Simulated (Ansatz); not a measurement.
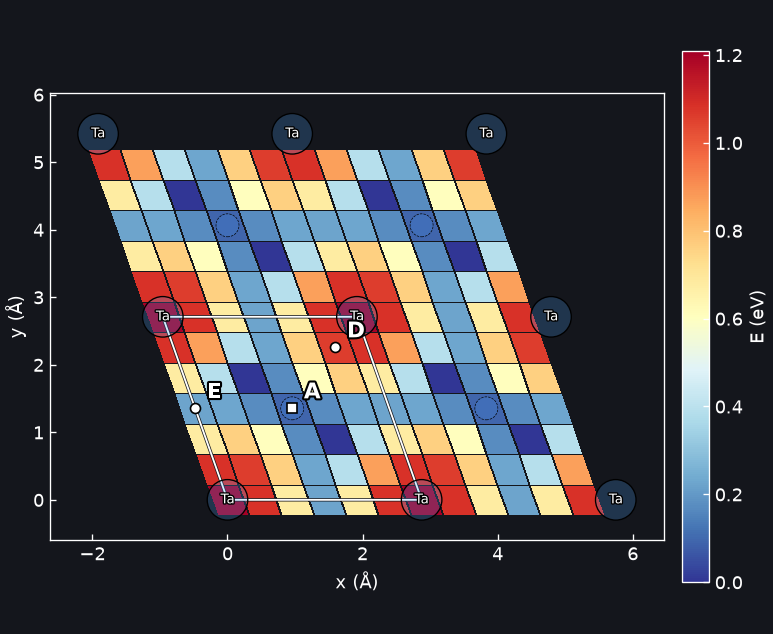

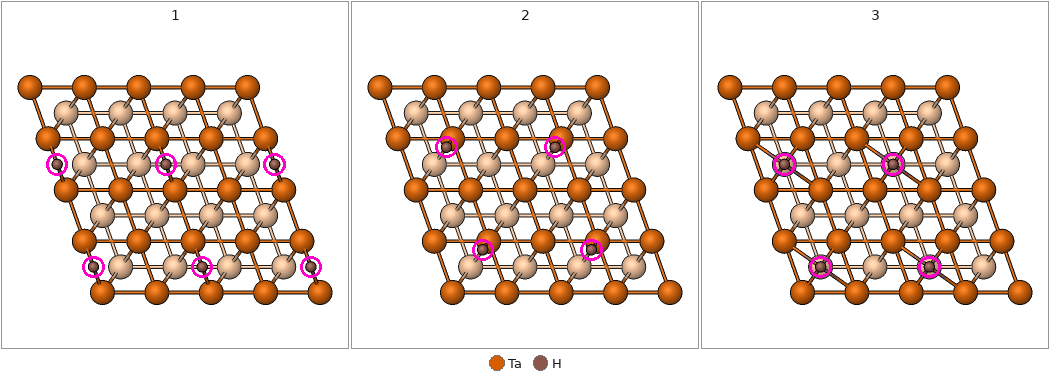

H on a Ta(110) slab cut from the Im-3m phase, its upper half relaxed before the scan (12 atoms of substrate and one adsorbate in a 2 × 2 cell). 
- H is moved over the surface cell; relaxed at each place: the height of the adsorbate's atoms; substrate rigid; the origin of the map has the adsorbate above Ta9.
- Places are given modulo a cell vector. The map is drawn in real space over the plane of the surface.
- Grid: 6 × 6 points; 13 points were computed and 23 follow by symmetry.
- Places are given in fractions of the 1 × 1 surface cell.
- All energies are given in eV relative to the lowest grid point.
- Level of theory: DFT PBE, scalar-relativistic, plane waves, PAW in Ansatz. Settings: cutoff 420 eV, k-mesh 5×5×1, gaussian smearing 0.1 eV, no spin polarisation.

In the figure: one coloured cell a grid point, labelled circles for the atoms of the top layer and small ones for the second layer, the outline of one cell of the 2 × 2 shown, lettered points. The numbered pictures are the structures at these points, in random order. Rings mark the moved atoms.

Question: Which structure belongs to which point?

Answer: A is structure 3: a bridge site between two Ta atoms, over a second-layer Ta atom, (3/6, 3/6) of the cell vectors, 0.09 eV; D is structure 2: (5/6, 5/6) of the cell vectors [nearest 1 Ta at 1.84 Å], 1.06 eV; E is structure 1: a bridge site between two Ta atoms, (0/6, 3/6) of the cell vectors, 0.22 eV.

PAW datasets: the set soft_1.
